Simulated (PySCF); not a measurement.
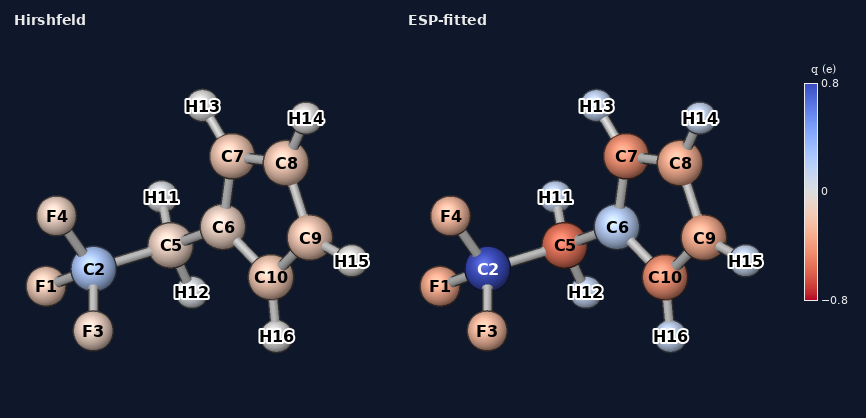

Atomic charges of one calculation by 2 schemes, on one colour scale. Charge −1, singlet. The geometry was computed by an optimisation with GFN2-xTB. No frequency run is at hand to confirm it as a minimum. Computed with PBE0/pcSseg-1 (PySCF 2.14.0).

Which scheme gives the most polar picture (largest mean size of the charges)?

Answer. The ESP-fitted charges are the largest in size here.

On which atom do the schemes disagree most?

Answer. On C2 (from 0.25 to 0.79 e).

List the charges (e), one line for each set of equivalent atoms.

```json
{"atom": "F1", "Hirshfeld": "−0.15", "ESP-fitted": "−0.32"}
{"atom": "C2", "Hirshfeld": "0.25", "ESP-fitted": "0.79"}
{"atom": "F3, F4", "Hirshfeld": "−0.11", "ESP-fitted": "−0.25"}
{"atom": "C5", "Hirshfeld": "−0.11", "ESP-fitted": "−0.53"}
{"atom": "C6", "Hirshfeld": "−0.11", "ESP-fitted": "0.19"}
{"atom": "C7, C10", "Hirshfeld": "−0.17", "ESP-fitted": "−0.43"}
{"atom": "C8, C9", "Hirshfeld": "−0.17", "ESP-fitted": "−0.30"}
{"atom": "H11, H12", "Hirshfeld": "0.03", "ESP-fitted": "0.14"}
{"atom": "H13, H16", "Hirshfeld": "−0.01", "ESP-fitted": "0.15"}
{"atom": "H14, H15", "Hirshfeld": "−0.01", "ESP-fitted": "0.13"}
```
